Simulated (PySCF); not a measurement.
# C₃H₇NSi: NMR shifts at several levels of theory

Aim: compute the NMR shifts of C₃H₇NSi (`C[SiH](C)C#N`) at several levels, and see how far they spread and what each costs.

Computed with PySCF 2.14.0, with density-fitted response routines of our own, on a single molecule in the gas phase. Atoms are numbered from 0 throughout.

## 1. The starting structure

12 atoms, charge 0, multiplicity 1; geometry from: PBE0-D3(BJ)/def2-SVP.

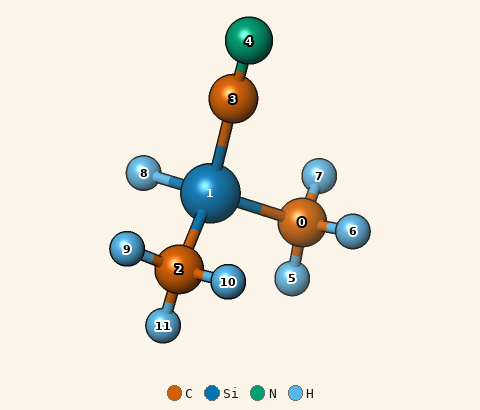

As it starts; carbon orange, silicon blue, nitrogen teal, hydrogen blue, atoms numbered.

## 2. Shielding tensors: HF/pcSseg-2

What the job is given:

```
{"job": {"kind": "nmr", "xc": "HF", "basis": "pcSseg-2", "pop": false}, "charge": 0, "multiplicity": 1}
C      1.661094    -0.157306    -0.084150
Si    -0.129467     0.185602    -0.500122
C     -1.320547    -0.944449     0.393857
C     -0.503607     1.939203     0.033115
N     -0.723476     3.022349     0.385621
H      1.931347    -1.186050    -0.369182
H      1.837670    -0.038054     0.995617
H      2.328945     0.534015    -0.619779
H     -0.358400     0.159419    -1.974126
H     -2.364892    -0.678266     0.173332
H     -1.169976    -0.882092     1.482445
H     -1.157126    -1.988291     0.082893
```

Level: GIAO HF/pcSseg-2 NMR shielding, non-relativistic, gas phase.

Launch:

```
$ OMP_NUM_THREADS=1 python probes_run.py task.json out
```

One launch serves the whole session: the jobs run in the order shown.

Standard output:

```text
final grid: 94152 points
cycle   1  E = -461.0791704556  dE =  3.693e-01  |g| = 4.831e-01  |ddm| = 2.310e+00
cycle   2  E = -461.1295136934  dE = -5.034e-02  |g| = 3.855e-01  |ddm| = 4.615e-01
cycle   3  E = -461.1604033115  dE = -3.089e-02  |g| = 7.725e-02  |ddm| = 2.221e-01
cycle   4  E = -461.1627644330  dE = -2.361e-03  |g| = 1.466e-02  |ddm| = 8.714e-02
cycle   5  E = -461.1628493609  dE = -8.493e-05  |g| = 4.249e-03  |ddm| = 1.758e-02
cycle   6  E = -461.1628582497  dE = -8.889e-06  |g| = 1.496e-03  |ddm| = 6.562e-03
cycle   7  E = -461.1628590195  dE = -7.698e-07  |g| = 3.635e-04  |ddm| = 1.906e-03
cycle   8  E = -461.1628590625  dE = -4.301e-08  |g| = 8.075e-05  |ddm| = 3.927e-04
cycle   9  E = -461.1628590656  dE = -3.052e-09  |g| = 1.926e-05  |ddm| = 1.142e-04
cycle  10  E = -461.1628590659  dE = -3.649e-10  |g| = 9.596e-06  |ddm| = 3.279e-05
converged SCF energy = -461.1628590659

GIAO shielding tensors (ppm)
atom      isotropic    diamagn.    paramagn.     s11        s22        s33       span
  0 C      194.480     244.137     -49.657    191.577    195.224    196.639      5.061
  1 Si     416.375     874.774    -458.399    376.799    406.948    465.379     88.579
  2 C      194.498     244.155     -49.657    191.485    195.184    196.824      5.339
  3 C       54.331     268.908    -214.578    -68.084    -65.688    296.765    364.849
  4 N     -109.816     330.799    -440.615   -310.947   -308.741    290.240    601.188
  5 H       31.519      30.438       1.080     27.119     28.638     38.800     11.681
  6 H       31.295      30.984       0.311     27.393     28.846     37.647     10.254
  7 H       31.158      29.517       1.641     26.809     28.156     38.509     11.700
  8 H       27.590      29.220      -1.630     25.139     25.176     32.457      7.318
  9 H       31.156      29.517       1.639     26.782     28.181     38.506     11.723
 10 H       31.305      30.992       0.313     27.386     28.892     37.638     10.252
 11 H       31.523      30.415       1.108     27.154     28.594     38.820     11.666
```

Run time: 20 s. Hardware: 1 thread of Arm Neoverse V1, shared host; peak memory 1.1 GiB.

Shifts follow as δ = σ(reference) − σ, with reference shieldings (ppm) from runs at the same level and on the same kind of geometry: 1H TMS 31.68, 13C TMS 191.5, 29Si TMS 383.0, 15N NH3 260.7. The references are single molecules in the gas phase, so shifts against H2O, NH3, PH3, H3PO4 or CFCl3 are not on the usual liquid scales and can be off by tens of ppm. Atoms listed in one row are averaged.

| atoms | environment | σ (ppm) | δ (ppm) |
| --- | --- | --- | --- |
| C3 | nitrile carbon | 54.3 | 137.1 |
| C0, C2 | methyl carbon bonded to Si | 194.5 | -3.0 |
| H8 | hydrogen on a silicon bonded to 3 C | 27.59 | 4.09 |
| H5, H6, H7, H9, H10, H11 | hydrogen on a methyl carbon bonded to Si | 31.33 | 0.36 |
| Si1 | silicon bonded to 3 C, H | 416.4 | -33.4 |
| N4 | nitrile nitrogen | -109.8 | 370.6 |

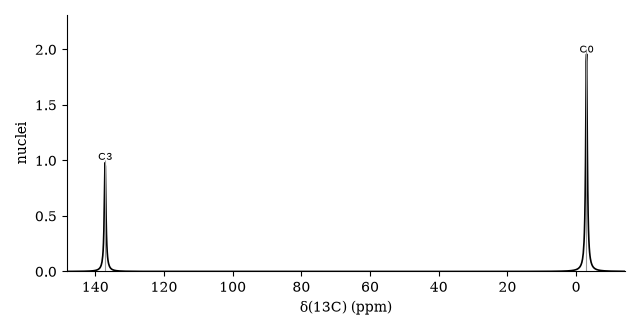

13C lines at the computed shifts, without couplings. Lines are broadened to a width of 0.56 ppm (Lorentzian).

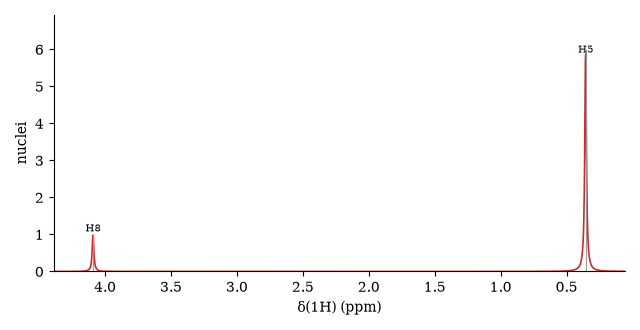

1H lines at the computed shifts, without couplings. Lines are broadened to a width of 0.01 ppm (Lorentzian).

## 3. Nuclear shieldings: LDA/pcSseg-2

Settings changed since step 2:

```diff
@@ -1,2 +1,2 @@
-{"job": {"kind": "nmr", "xc": "HF", "basis": "pcSseg-2", "pop": false}, "charge": 0, "multiplicity": 1}
+{"job": {"kind": "nmr", "xc": "LDA", "basis": "pcSseg-2", "pop": false}, "charge": 0, "multiplicity": 1}
 C      1.661094    -0.157306    -0.084150
```

Method: GIAO LDA/pcSseg-2 NMR shielding, non-relativistic, gas phase.

Standard output:

```text
coarse grid: 10288 points
cycle   1  E = -460.0297548407  dE =  1.499e-01  |g| = 7.083e-01  |ddm| = 2.521e+00
cycle   2  E = -459.7688390822  dE =  2.609e-01  |g| = 1.221e+00  |ddm| = 1.181e+00
cycle   3  E = -460.0967666697  dE = -3.279e-01  |g| = 4.947e-01  |ddm| = 8.817e-01
cycle   4  E = -460.1489029321  dE = -5.214e-02  |g| = 8.058e-02  |ddm| = 2.326e-01
cycle   5  E = -460.1504057329  dE = -1.503e-03  |g| = 2.333e-02  |ddm| = 7.177e-02
cycle   6  E = -460.1505546315  dE = -1.489e-04  |g| = 4.158e-03  |ddm| = 2.463e-02
cycle   7  E = -460.1505594142  dE = -4.783e-06  |g| = 1.304e-03  |ddm| = 5.415e-03
final grid: 94152 points
cycle   8  E = -460.1528800326  dE = -6.999e-05  |g| = 4.242e-03  |ddm| = 3.593e-02
cycle   9  E = -460.1528644833  dE =  1.555e-05  |g| = 9.240e-03  |ddm| = 7.657e-03
cycle  10  E = -460.1528818954  dE = -1.741e-05  |g| = 3.408e-03  |ddm| = 5.414e-03
cycle  11  E = -460.1528844029  dE = -2.508e-06  |g| = 4.967e-04  |ddm| = 1.732e-03
cycle  12  E = -460.1528844583  dE = -5.543e-08  |g| = 1.169e-04  |ddm| = 3.601e-04
cycle  13  E = -460.1528844623  dE = -3.965e-09  |g| = 1.811e-05  |ddm| = 1.222e-04
cycle  14  E = -460.1528844624  dE = -5.991e-11  |g| = 4.686e-06  |ddm| = 1.654e-05
converged SCF energy = -460.1528844624

GIAO shielding tensors (ppm)
atom      isotropic    diamagn.    paramagn.     s11        s22        s33       span
  0 C      184.865     247.122     -62.257    180.101    184.924    189.570      9.470
  1 Si     349.419     879.220    -529.801    308.280    339.786    400.192     91.911
  2 C      184.895     247.128     -62.233    180.117    184.861    189.708      9.591
  3 C       46.756     264.098    -217.342    -74.642    -71.178    286.088    360.730
  4 N     -105.908     332.508    -438.417   -302.752   -299.354    284.381    587.133
  5 H       30.671      29.815       0.856     26.470     28.035     37.507     11.037
  6 H       30.426      30.169       0.257     26.676     28.226     36.377      9.701
  7 H       30.278      29.098       1.180     25.992     27.463     37.377     11.385
  8 H       25.944      28.299      -2.355     23.642     23.693     30.497      6.856
  9 H       30.281      29.099       1.182     25.973     27.490     37.380     11.406
 10 H       30.439      30.176       0.262     26.674     28.273     36.369      9.695
 11 H       30.670      29.791       0.879     26.502     27.983     37.524     11.022
```

Wall time 39 s (1 thread of Arm Neoverse V1, shared host); peak memory 0.95 GiB.

This run: δ C3 133.5, C0 -4.6, Si1 -46.4, N4 372.6, H8 4.83, H5 0.31 ppm (means over like atoms).

## 4. NMR shieldings: PBE/pcSseg-2

Settings changed since step 3:

```diff
@@ -1,2 +1,2 @@
-{"job": {"kind": "nmr", "xc": "LDA", "basis": "pcSseg-2", "pop": false}, "charge": 0, "multiplicity": 1}
+{"job": {"kind": "nmr", "xc": "PBE", "basis": "pcSseg-2", "pop": false}, "charge": 0, "multiplicity": 1}
 C      1.661094    -0.157306    -0.084150
```

Level: GIAO PBE/pcSseg-2 NMR shielding, non-relativistic, gas phase.

Standard output:

```text
coarse grid: 10288 points
cycle   1  E = -462.3721047012  dE =  1.564e-01  |g| = 6.819e-01  |ddm| = 2.415e+00
cycle   2  E = -462.1187893378  dE =  2.533e-01  |g| = 1.200e+00  |ddm| = 1.182e+00
cycle   3  E = -462.4274998795  dE = -3.087e-01  |g| = 5.149e-01  |ddm| = 8.876e-01
cycle   4  E = -462.4853513927  dE = -5.785e-02  |g| = 6.194e-02  |ddm| = 2.379e-01
cycle   5  E = -462.4862216020  dE = -8.702e-04  |g| = 2.275e-02  |ddm| = 6.521e-02
cycle   6  E = -462.4863652485  dE = -1.436e-04  |g| = 3.460e-03  |ddm| = 2.389e-02
cycle   7  E = -462.4863690180  dE = -3.770e-06  |g| = 1.073e-03  |ddm| = 4.872e-03
final grid: 94152 points
cycle   8  E = -462.4984688998  dE = -9.433e-05  |g| = 1.126e-02  |ddm| = 4.498e-02
cycle   9  E = -462.4984047437  dE =  6.416e-05  |g| = 1.989e-02  |ddm| = 1.937e-02
cycle  10  E = -462.4984861435  dE = -8.140e-05  |g| = 7.950e-03  |ddm| = 1.301e-02
cycle  11  E = -462.4985000045  dE = -1.386e-05  |g| = 8.749e-04  |ddm| = 3.625e-03
cycle  12  E = -462.4985001740  dE = -1.695e-07  |g| = 2.550e-04  |ddm| = 8.494e-04
cycle  13  E = -462.4985001919  dE = -1.788e-08  |g| = 3.461e-05  |ddm| = 2.527e-04
cycle  14  E = -462.4985001921  dE = -2.133e-10  |g| = 1.111e-05  |ddm| = 3.923e-05
converged SCF energy = -462.4985001921

GIAO shielding tensors (ppm)
atom      isotropic    diamagn.    paramagn.     s11        s22        s33       span
  0 C      183.082     245.979     -62.897    179.151    183.213    186.881      7.730
  1 Si     367.624     878.995    -511.371    327.479    357.710    417.683     90.204
  2 C      183.114     245.990     -62.876    179.152    183.158    187.031      7.879
  3 C       51.240     263.490    -212.251    -67.943    -64.592    286.254    354.197
  4 N      -97.232     333.605    -430.837   -291.521   -288.049    287.874    579.395
  5 H       31.061      30.089       0.971     27.016     28.520     37.646     10.630
  6 H       30.840      30.594       0.246     27.262     28.697     36.560      9.298
  7 H       30.678      29.281       1.398     26.580     27.964     37.491     10.910
  8 H       26.586      29.080      -2.493     24.320     24.350     31.088      6.768
  9 H       30.681      29.282       1.398     26.560     27.991     37.491     10.931
 10 H       30.851      30.604       0.247     27.258     28.744     36.553      9.295
 11 H       31.061      30.064       0.996     27.048     28.471     37.664     10.616
```

Run time: 47 s. Hardware: 1 thread of Arm Neoverse V1, shared host; peak memory 0.87 GiB.

This run: δ C3 128.2, C0 -3.7, Si1 -44.2, N4 358.3, H8 4.59, H5 0.32 ppm (means over like atoms).

## 5. Nuclear shieldings: BLYP/pcSseg-2

Settings changed since step 4:

```diff
@@ -1,2 +1,2 @@
-{"job": {"kind": "nmr", "xc": "PBE", "basis": "pcSseg-2", "pop": false}, "charge": 0, "multiplicity": 1}
+{"job": {"kind": "nmr", "xc": "BLYP", "basis": "pcSseg-2", "pop": false}, "charge": 0, "multiplicity": 1}
 C      1.661094    -0.157306    -0.084150
```

With the program's defaults for keys left out, this is: GIAO BLYP/pcSseg-2 NMR shielding, non-relativistic, gas phase.

Standard output:

```text
coarse grid: 10288 points
cycle   1  E = -462.6608670341  dE =  1.617e-01  |g| = 7.292e-01  |ddm| = 2.417e+00
cycle   2  E = -462.3445305351  dE =  3.163e-01  |g| = 1.319e+00  |ddm| = 1.307e+00
cycle   3  E = -462.7211544184  dE = -3.766e-01  |g| = 5.602e-01  |ddm| = 9.904e-01
cycle   4  E = -462.7895897145  dE = -6.844e-02  |g| = 6.291e-02  |ddm| = 2.576e-01
cycle   5  E = -462.7904572296  dE = -8.675e-04  |g| = 2.739e-02  |ddm| = 7.197e-02
cycle   6  E = -462.7906632929  dE = -2.061e-04  |g| = 4.050e-03  |ddm| = 2.768e-02
cycle   7  E = -462.7906683946  dE = -5.102e-06  |g| = 1.095e-03  |ddm| = 5.486e-03
final grid: 94152 points
cycle   8  E = -462.8077671323  dE = -8.113e-05  |g| = 8.025e-03  |ddm| = 4.166e-02
cycle   9  E = -462.8077331887  dE =  3.394e-05  |g| = 1.436e-02  |ddm| = 1.377e-02
cycle  10  E = -462.8077756559  dE = -4.247e-05  |g| = 5.646e-03  |ddm| = 9.317e-03
cycle  11  E = -462.8077825456  dE = -6.890e-06  |g| = 8.030e-04  |ddm| = 2.691e-03
cycle  12  E = -462.8077826847  dE = -1.392e-07  |g| = 2.260e-04  |ddm| = 6.883e-04
cycle  13  E = -462.8077826988  dE = -1.405e-08  |g| = 4.292e-05  |ddm| = 2.518e-04
cycle  14  E = -462.8077826991  dE = -3.395e-10  |g| = 1.020e-05  |ddm| = 3.800e-05
converged SCF energy = -462.8077826991

GIAO shielding tensors (ppm)
atom      isotropic    diamagn.    paramagn.     s11        s22        s33       span
  0 C      178.329     243.857     -65.528    174.370    178.272    182.347      7.977
  1 Si     355.361     878.033    -522.672    313.401    344.999    407.682     94.281
  2 C      178.362     243.866     -65.504    174.355    178.258    182.471      8.116
  3 C       48.489     262.740    -214.252    -72.072    -68.719    286.256    358.328
  4 N      -98.079     332.369    -430.448   -292.991   -289.555    288.310    581.301
  5 H       31.249      30.288       0.960     27.403     28.839     37.504     10.101
  6 H       31.041      30.741       0.301     27.683     29.009     36.432      8.749
  7 H       30.870      29.549       1.321     26.980     28.297     37.333     10.353
  8 H       26.881      29.125      -2.244     24.642     24.694     31.306      6.664
  9 H       30.872      29.551       1.320     26.957     28.326     37.333     10.376
 10 H       31.053      30.752       0.302     27.679     29.054     36.426      8.747
 11 H       31.250      30.262       0.988     27.436     28.790     37.522     10.086
```

It took 46 s on 1 thread of Arm Neoverse V1, shared host; peak memory 0.89 GiB.

Key values: δ C3 126.5, C0 -3.3, Si1 -45.7, N4 355.6, H8 4.50, H5 0.32 ppm (means over like atoms).

## 6. NMR shieldings: BP86/pcSseg-2

Settings changed since step 5:

```diff
@@ -1,2 +1,2 @@
-{"job": {"kind": "nmr", "xc": "BLYP", "basis": "pcSseg-2", "pop": false}, "charge": 0, "multiplicity": 1}
+{"job": {"kind": "nmr", "xc": "BP86", "basis": "pcSseg-2", "pop": false}, "charge": 0, "multiplicity": 1}
 C      1.661094    -0.157306    -0.084150
```

Method: GIAO BP86/pcSseg-2 NMR shielding, non-relativistic, gas phase.

Standard output:

```text
coarse grid: 10288 points
cycle   1  E = -462.7796957651  dE =  1.566e-01  |g| = 6.783e-01  |ddm| = 2.408e+00
cycle   2  E = -462.5253736839  dE =  2.543e-01  |g| = 1.204e+00  |ddm| = 1.136e+00
cycle   3  E = -462.8314564776  dE = -3.061e-01  |g| = 5.223e-01  |ddm| = 8.600e-01
cycle   4  E = -462.8915972370  dE = -6.014e-02  |g| = 5.814e-02  |ddm| = 2.393e-01
cycle   5  E = -462.8923608314  dE = -7.636e-04  |g| = 2.236e-02  |ddm| = 6.357e-02
cycle   6  E = -462.8925002095  dE = -1.394e-04  |g| = 3.341e-03  |ddm| = 2.256e-02
cycle   7  E = -462.8925037665  dE = -3.557e-06  |g| = 9.766e-04  |ddm| = 4.759e-03
final grid: 94152 points
cycle   8  E = -462.9051645082  dE = -8.970e-05  |g| = 5.908e-03  |ddm| = 4.352e-02
cycle   9  E = -462.9051453086  dE =  1.920e-05  |g| = 1.055e-02  |ddm| = 9.584e-03
cycle  10  E = -462.9051685524  dE = -2.324e-05  |g| = 4.329e-03  |ddm| = 6.737e-03
cycle  11  E = -462.9051724883  dE = -3.936e-06  |g| = 7.626e-04  |ddm| = 2.124e-03
cycle  12  E = -462.9051726660  dE = -1.777e-07  |g| = 1.828e-04  |ddm| = 5.383e-04
cycle  13  E = -462.9051726754  dE = -9.405e-09  |g| = 3.349e-05  |ddm| = 1.919e-04
cycle  14  E = -462.9051726757  dE = -2.182e-10  |g| = 4.669e-06  |ddm| = 2.737e-05
converged SCF energy = -462.9051726757

GIAO shielding tensors (ppm)
atom      isotropic    diamagn.    paramagn.     s11        s22        s33       span
  0 C      182.846     246.145     -63.300    179.080    183.043    186.414      7.334
  1 Si     366.249     878.934    -512.685    326.194    356.209    416.344     90.150
  2 C      182.877     246.151     -63.274    179.084    182.972    186.576      7.492
  3 C       51.842     264.023    -212.181    -67.069    -63.711    286.305    353.374
  4 N      -96.137     331.392    -427.529   -290.101   -286.588    288.277    578.377
  5 H       31.119      30.178       0.942     27.098     28.598     37.661     10.563
  6 H       30.895      30.656       0.239     27.337     28.776     36.572      9.235
  7 H       30.739      29.365       1.373     26.668     28.049     37.500     10.833
  8 H       26.643      29.117      -2.474     24.374     24.409     31.147      6.773
  9 H       30.741      29.367       1.374     26.646     28.076     37.500     10.854
 10 H       30.907      30.667       0.240     27.333     28.822     36.566      9.233
 11 H       31.120      30.151       0.969     27.131     28.549     37.680     10.549
```

Run time: 48 s. Hardware: 1 thread of Arm Neoverse V1, shared host; peak memory 0.89 GiB.

This run: δ C3 127.3, C0 -3.7, Si1 -44.2, N4 355.4, H8 4.59, H5 0.31 ppm (means over like atoms).

## 7. Shielding tensors: OPBE/pcSseg-2

Settings changed since step 6:

```diff
@@ -1,2 +1,2 @@
-{"job": {"kind": "nmr", "xc": "BP86", "basis": "pcSseg-2", "pop": false}, "charge": 0, "multiplicity": 1}
+{"job": {"kind": "nmr", "xc": "OPBE", "basis": "pcSseg-2", "pop": false}, "charge": 0, "multiplicity": 1}
 C      1.661094    -0.157306    -0.084150
```

Level: GIAO OPBE/pcSseg-2 NMR shielding, non-relativistic, gas phase.

Standard output:

```text
coarse grid: 10288 points
cycle   1  E = -462.6557605811  dE =  1.307e-01  |g| = 6.119e-01  |ddm| = 2.439e+00
cycle   2  E = -462.4503125102  dE =  2.054e-01  |g| = 1.086e+00  |ddm| = 1.123e+00
cycle   3  E = -462.6990730368  dE = -2.488e-01  |g| = 4.763e-01  |ddm| = 8.438e-01
cycle   4  E = -462.7501188202  dE = -5.105e-02  |g| = 5.268e-02  |ddm| = 2.272e-01
cycle   5  E = -462.7507279492  dE = -6.091e-04  |g| = 2.014e-02  |ddm| = 5.811e-02
cycle   6  E = -462.7508445389  dE = -1.166e-04  |g| = 2.786e-03  |ddm| = 2.301e-02
cycle   7  E = -462.7508470173  dE = -2.478e-06  |g| = 1.020e-03  |ddm| = 4.099e-03
final grid: 94152 points
cycle   8  E = -462.7488893800  dE = -2.634e-04  |g| = 1.103e-02  |ddm| = 7.439e-02
cycle   9  E = -462.7488688845  dE =  2.050e-05  |g| = 1.315e-02  |ddm| = 1.666e-02
cycle  10  E = -462.7489129938  dE = -4.411e-05  |g| = 2.419e-03  |ddm| = 1.006e-02
cycle  11  E = -462.7489132058  dE = -2.120e-07  |g| = 2.153e-03  |ddm| = 1.978e-03
cycle  12  E = -462.7489141970  dE = -9.912e-07  |g| = 4.510e-04  |ddm| = 1.058e-03
cycle  13  E = -462.7489142470  dE = -4.992e-08  |g| = 8.878e-05  |ddm| = 4.092e-04
cycle  14  E = -462.7489142489  dE = -1.949e-09  |g| = 1.231e-05  |ddm| = 9.423e-05
cycle  15  E = -462.7489142490  dE = -4.331e-11  |g| = 2.933e-06  |ddm| = 1.422e-05
converged SCF energy = -462.7489142490

GIAO shielding tensors (ppm)
atom      isotropic    diamagn.    paramagn.     s11        s22        s33       span
  0 C      187.715     247.765     -60.049    184.349    187.981    190.816      6.468
  1 Si     395.370     880.366    -484.996    357.853    386.315    441.942     84.090
  2 C      187.748     247.788     -60.039    184.360    187.902    190.983      6.623
  3 C       58.868     264.518    -205.650    -56.359    -53.238    286.201    342.560
  4 N      -84.390     338.758    -423.147   -274.288   -270.917    292.035    566.323
  5 H       31.073      29.960       1.113     26.895     28.448     37.877     10.982
  6 H       30.846      30.677       0.169     27.115     28.603     36.819      9.704
  7 H       30.705      28.960       1.745     26.499     27.884     37.732     11.233
  8 H       26.702      29.620      -2.918     24.413     24.444     31.250      6.836
  9 H       30.707      28.961       1.746     26.480     27.909     37.732     11.251
 10 H       30.857      30.694       0.163     27.108     28.652     36.812      9.704
 11 H       31.073      29.934       1.139     26.924     28.400     37.896     10.972
```

Run time: 49 s. Hardware: 1 thread of Arm Neoverse V1, shared host; peak memory 0.88 GiB.

This run: δ C3 125.5, C0 -3.3, Si1 -39.8, N4 347.2, H8 4.50, H5 0.32 ppm (means over like atoms).

## 8. NMR shieldings: KT2/pcSseg-2

Settings changed since step 7:

```diff
@@ -1,2 +1,2 @@
-{"job": {"kind": "nmr", "xc": "OPBE", "basis": "pcSseg-2", "pop": false}, "charge": 0, "multiplicity": 1}
+{"job": {"kind": "nmr", "xc": "KT2", "basis": "pcSseg-2", "pop": false}, "charge": 0, "multiplicity": 1}
 C      1.661094    -0.157306    -0.084150
```

Level: GIAO KT2/pcSseg-2 NMR shielding, non-relativistic, gas phase.

Standard output:

```text
coarse grid: 10288 points
cycle   1  E = -468.2547979555  dE =  1.671e-01  |g| = 6.160e-01  |ddm| = 2.354e+00
cycle   2  E = -468.0115727734  dE =  2.432e-01  |g| = 1.146e+00  |ddm| = 1.123e+00
cycle   3  E = -468.3029025944  dE = -2.913e-01  |g| = 4.650e-01  |ddm| = 8.398e-01
cycle   4  E = -468.3533395912  dE = -5.044e-02  |g| = 4.951e-02  |ddm| = 2.319e-01
cycle   5  E = -468.3538704475  dE = -5.309e-04  |g| = 1.861e-02  |ddm| = 5.736e-02
cycle   6  E = -468.3539707958  dE = -1.003e-04  |g| = 3.773e-03  |ddm| = 2.174e-02
cycle   7  E = -468.3539744280  dE = -3.632e-06  |g| = 8.167e-04  |ddm| = 4.364e-03
final grid: 94152 points
cycle   8  E = -468.3798845194  dE = -3.049e-04  |g| = 1.426e-02  |ddm| = 1.194e-01
cycle   9  E = -468.3798586743  dE =  2.585e-05  |g| = 1.565e-02  |ddm| = 1.806e-02
cycle  10  E = -468.3798969543  dE = -3.828e-05  |g| = 8.241e-03  |ddm| = 1.317e-02
cycle  11  E = -468.3799111175  dE = -1.416e-05  |g| = 2.537e-03  |ddm| = 4.501e-03
cycle  12  E = -468.3799126151  dE = -1.498e-06  |g| = 3.282e-04  |ddm| = 1.442e-03
cycle  13  E = -468.3799126421  dE = -2.696e-08  |g| = 1.139e-04  |ddm| = 3.785e-04
cycle  14  E = -468.3799126457  dE = -3.564e-09  |g| = 1.862e-05  |ddm| = 1.057e-04
cycle  15  E = -468.3799126458  dE = -1.153e-10  |g| = 2.536e-06  |ddm| = 2.270e-05
converged SCF energy = -468.3799126458

GIAO shielding tensors (ppm)
atom      isotropic    diamagn.    paramagn.     s11        s22        s33       span
  0 C      185.576     246.430     -60.854    181.536    185.863    189.328      7.793
  1 Si     393.727     880.752    -487.025    355.834    383.988    441.360     85.526
  2 C      185.605     246.435     -60.831    181.532    185.815    189.468      7.936
  3 C       63.806     264.088    -200.282    -49.273    -45.910    286.600    335.873
  4 N      -77.773     328.236    -406.010   -262.294   -259.109    288.083    550.378
  5 H       31.061      30.098       0.962     26.952     28.467     37.763     10.811
  6 H       30.832      30.618       0.214     27.194     28.662     36.640      9.446
  7 H       30.656      29.253       1.403     26.477     27.930     37.560     11.084
  8 H       26.576      28.977      -2.401     24.254     24.334     31.138      6.884
  9 H       30.657      29.254       1.404     26.454     27.956     37.560     11.106
 10 H       30.844      30.628       0.216     27.192     28.705     36.634      9.441
 11 H       31.062      30.072       0.990     26.986     28.418     37.781     10.795
```

Run time: 49 s. Hardware: 1 thread of Arm Neoverse V1, shared host; peak memory 0.88 GiB.

In short: δ C3 118.5, C0 -3.3, Si1 -42.7, N4 337.9, H8 4.60, H5 0.33 ppm (means over like atoms).

(Part 1 of 2 ends here.)
